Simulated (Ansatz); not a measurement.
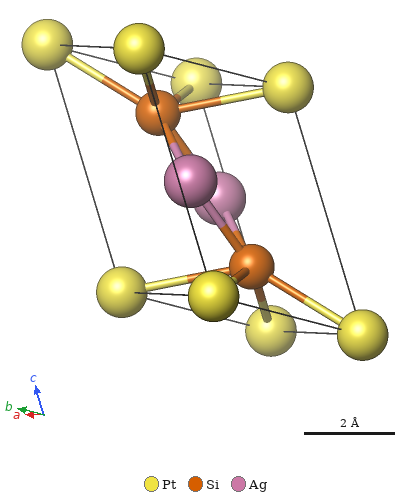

Starting frame of a dynamics run of a 5-atom cell of Si2Ag2Pt. Style: ball-and-stick. Shown: the simulation cell, from a free direction. Bonds to atoms that aren't drawn are left out.

All numbers below come from DFT, PAW plane waves, PBE in Ansatz 0.2.0.

The input:
```yaml
crystal:
  lattice:
    - [0.0, 3.968815, 1.9e-07]
    - [3.968815, 0.0, 1.9e-07]
    - [1.98440775, 1.98440775, -5.15211781]
  atoms:
    - { symbol: Pt, position: [0.0, 0.0, 0.0] }
    - { symbol: Si, position: [0.3963, 0.3963, 0.2074] }
    - { symbol: Si, position: [0.6037, 0.6037, 0.7926] }
    - { symbol: Ag, position: [0.75, 0.25, 0.5] }
    - { symbol: Ag, position: [0.25, 0.75, 0.5] }
kpoints:
  mp_grid: { grid: [4, 4, 3] }
magnetization:
  spin_polarized: false
scf:
  occupations: { method: gaussian, width: 0.1 }
hamiltonian:
  pseudopotentials: { kind: paw }
  xc: pbe
basis:
  ecutwfc: 420
md:
  timestep: 1.5
  n_steps: 60
  ensemble: nvt_langevin
  temperature: 300.0
  initial_velocities: maxwell_boltzmann
  seed: 612205
```

Run as
```bash
ansatz run input.yaml --threads 2 --pin off --max-ram 2560MiB --backend cpu --events-out ev --progress --plain --runs-dir out
```

Q: What does the trajectory do?

A: Over the second half the temperature averages 384 K (spread ±59 K). The potential energy is still drifting at the end, so the run hasn't reached equilibrium. The potential energy in the second half lies on average 18.9 meV per atom below the first frame. In the second half of the run the atoms are, in the root-mean-square, this far from where they began (common drift taken out): Si 0.27 Å, Pt 0.17 Å, Ag 0.07 Å. The run lasts only 90 fs, too short to tell vibration from diffusion.

Along the run (each row but the first and the last is the mean over the interval that it begins):

| time (fs) | potential energy (meV/atom) | T (K) |
| --- | --- | --- |
| 0.0 | 0.0 | 240 |
| 9.0 | 0.1 | 188 |
| 18.0 | 0.4 | 158 |
| 27.0 | -1.9 | 224 |
| 36.0 | -4.8 | 275 |
| 45.0 | -8.2 | 329 |
| 54.0 | -12.5 | 354 |
| 63.0 | -17.9 | 449 |
| 72.0 | -23.3 | 449 |
| 81.0 | -30.1 | 342 |
| 90.0 | -34.3 | 362 |

The paths of the atoms, magnified 2 times:

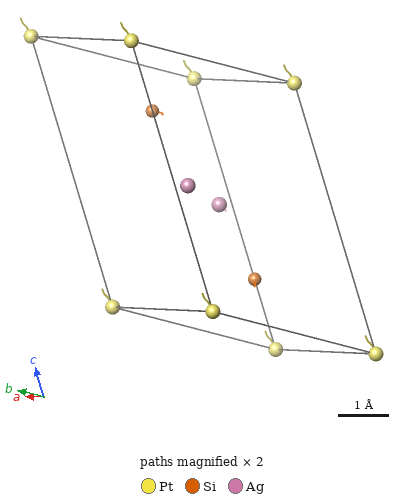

Limits of the set-up: the k-point mesh is coarse for a cell with partly filled bands.

The run took 120 s on 2 threads of Arm Neoverse V2, with other jobs on the host, peak memory 0.39 GiB.
